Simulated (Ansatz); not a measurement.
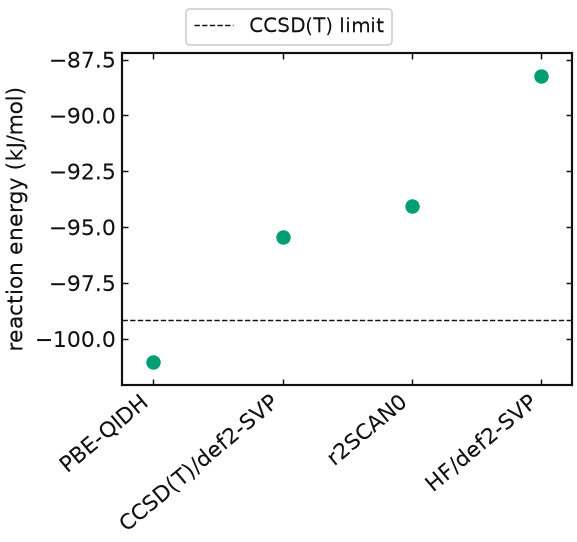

Electronic reaction energy of B₂SiH₃F (FB1B[SiH2]1) + GaBH₄O (O[BH][GaH2]) → GaB₂SiH₅ ([GaH2][B]1B[SiH2]1) + BH₂OF (OBF) (SMILES in brackets) at several levels (functionals in def2-TZVPP unless a basis is named), isolated molecules at PBE0-D4 triple-zeta geometries, minima by their frequencies, no zero-point or thermal terms, the Ansatz code. The line is frozen-core CCSD(T) at the basis limit (MP2 extrapolated from triple and quadruple zeta, plus CCSD(T) less MP2 in a smaller set). PBE-QIDH holds a correlation term that converges slowly with the basis, so part of the distance to the limit is basis error. No dispersion term is added to PBE-QIDH. The distance of CCSD(T)/def2-SVP and HF/def2-SVP to the limit includes basis error.

Q: What range do the values span, the line included?

A: From −101.1 kJ/mol (PBE-QIDH) to −88.2 kJ/mol (HF/def2-SVP).

Q: Give the values.

A:
| level | kJ/mol | less CCSD(T) limit |
| --- | --- | --- |
| PBE-QIDH | −101.1 | −1.9 |
| CCSD(T)/def2-SVP | −95.5 | 3.7 |
| r2SCAN0 | −94.1 | 5.1 |
| HF/def2-SVP | −88.2 | 10.9 |
| CCSD(T) limit | −99.1 | 0.0 |

Note: no scalar relativity up to krypton; outer-core shells are correlated without core-valence functions, which makes the correlated values less sure.
